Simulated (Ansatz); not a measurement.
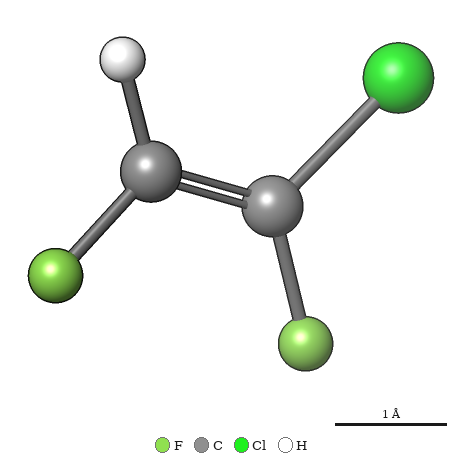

The picture shows a molecular structure as a ball-and-stick model. Multiple sticks mark multiple bonds (one Kekulé form).

Computed geometry: PBE0-D4/def2-TZVP optimisation.

**Give the formula.**

C2HClF2, 6 atoms: 2 carbon, 1 hydrogen, 1 chlorine and 2 fluorine.

**Which point group does it belong to?**

Cs.

**Name some functional groups or characteristic bonds that it holds.**

Among them: alkene, C–F bond, C–Cl bond.

The parts below concern this one geometry. Atoms keep their numbers from picture to picture.

## Dipole moment

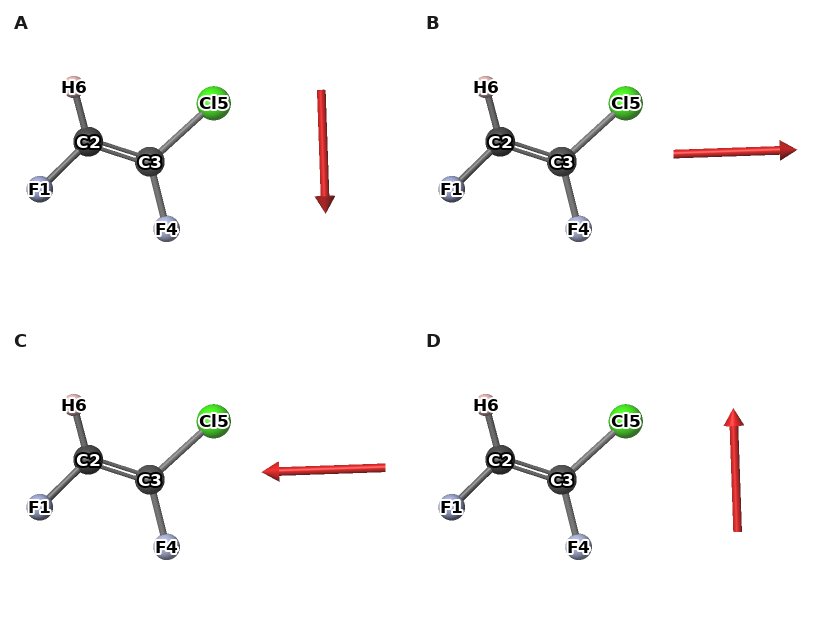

The same molecule four times, each with an arrow. Method: RKS PBE-D4/def2-TZVPP (Ansatz 0.2.0).

**Which arrow points along the dipole moment, from the negative to the positive end?**

D. The dipole moment is 1.32 D; it points from the side of F4 to the side of H6 (the outermost atoms at the two ends).

## Thermal motion

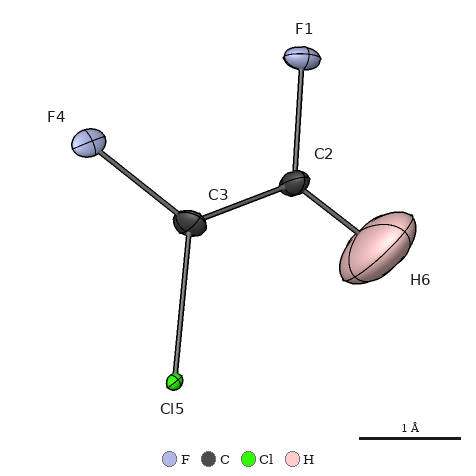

Displacement ellipsoids at the 50 % level, enlarged 2 times, from the internal vibrations of the free molecule (harmonic, no overall translation or rotation; no half-axis is drawn under 0.075 Å). Vibrations computed with RKS PBE0-D4/def2-TZVP (Ansatz 0.2.0). Temperature: 400 K.

**Which atom has the largest mean-square displacement?**

H6, with U_eq = 0.0198 Å².

**Does H6 move more along its bond or across it?**

Across it: the root-mean-square amplitude is 0.081 Å along the bond and up to 0.184 Å across, since bending and torsion are softer than stretching.

List U_eq and the three principal root-mean-square amplitudes for each kind of atom.

```tsv
atom	U_eq (Å²)	rms amplitudes (Å)
F1	0.0026	0.038, 0.047, 0.064
C2	0.0028	0.038, 0.044, 0.070
C3	0.0029	0.034, 0.054, 0.068
F4	0.0022	0.015, 0.045, 0.066
Cl5	0.00071	0.020, 0.025, 0.033
H6	0.0198	0.079, 0.138, 0.184
```

## Charges

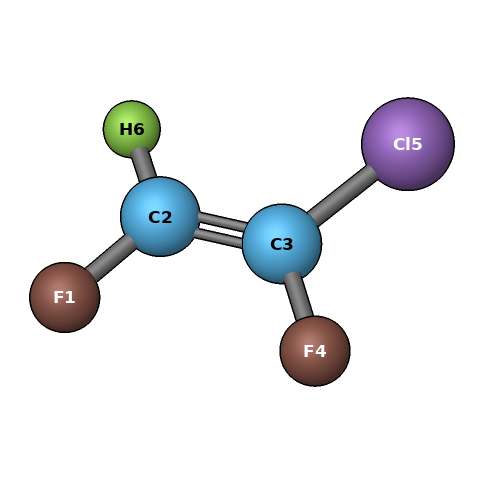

The questions are on Mulliken charges. Properties computed with RKS PBE-D4/def2-TZVPP (Ansatz 0.2.0).

List the Mulliken charges.

```
atom  value (e)
  F1      −0.14
  C2       0.03
  C3       0.17
  F4      −0.12
 Cl5      −0.05
  H6       0.10
```

Mulliken values depend strongly on the basis set and can even reverse the polarity of a bond.
